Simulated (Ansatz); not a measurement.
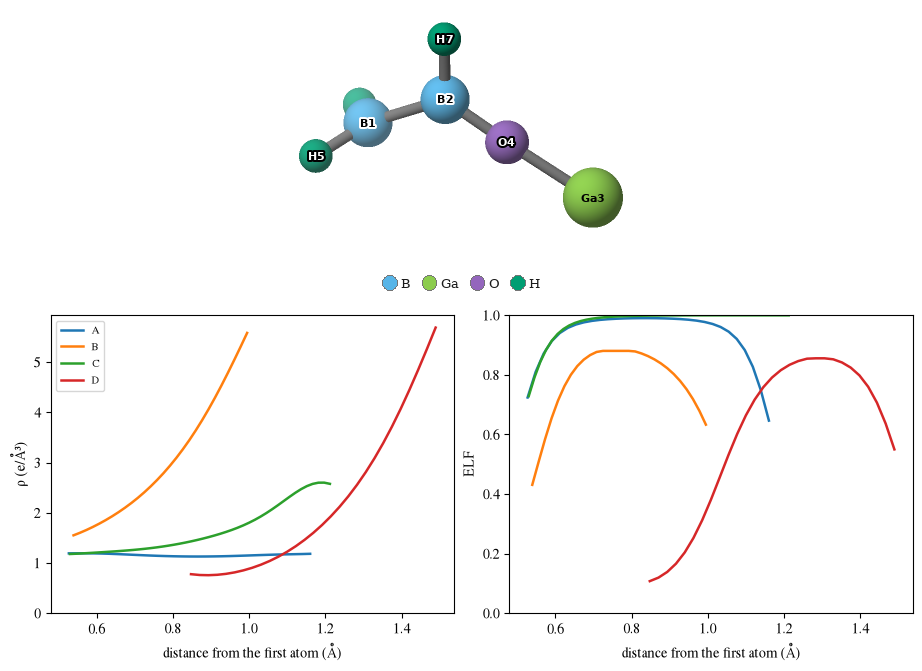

Figure. B₂GaH₃O. Electron density and electron localisation function along straight lines between neighbouring atoms. The curves leave out the atomic cores. The structure is drawn too.

Geometry: B3LYP-D3(BJ)/def2-SVP.

These are results of isolated molecule in a Gaussian basis; Kohn-Sham density functional theory, functional PBE0 (Ansatz), not measurements.

```json
{"atom": "B", "x (Å)": "-0.8639", "y (Å)": "0.7732", "z (Å)": "0.6411"}
{"atom": "B", "x (Å)": "0.1248", "y (Å)": "0.8280", "z (Å)": "-0.7255"}
{"atom": "Ga", "x (Å)": "3.0823", "y (Å)": "1.9940", "z (Å)": "-0.8475"}
{"atom": "O", "x (Å)": "1.3774", "y (Å)": "1.3286", "z (Å)": "-0.7463"}
{"atom": "H", "x (Å)": "-1.6377", "y (Å)": "1.6650", "z (Å)": "0.9153"}
{"atom": "H", "x (Å)": "-0.8897", "y (Å)": "-0.1849", "z (Å)": "1.3831"}
{"atom": "H", "x (Å)": "-0.3376", "y (Å)": "0.3766", "z (Å)": "-1.7726"}
```

Question: Which curve belongs to which contact (B–B, B–H, B–O and Ga–O)? The first atom named is at distance zero.

Answer: Curve A: B–B (1.69 Å): ρ is about 1.1 e/Å³ halfway; the ELF peaks at about 1 between the atoms (localised, covalent bonding). Curve B: B–O (1.35 Å): ρ is about 2.1 e/Å³ halfway; the ELF peaks at about 0.90 between the atoms, as expected for a short, strongly polar bond. Curve C: B–H (1.21 Å): the density is about 1.2 e/Å³ at the midpoint; the ELF climbs to about 1 towards the hydrogen, as it does in any bond to H: an ordinary covalent bond to hydrogen. Curve D: Ga–O (1.83 Å): ρ is about 0.76 e/Å³ halfway; the ELF peaks at about 0.85 in the valence shell of O, 0.5 Å from its nucleus, and is about 0.15 at the midpoint.
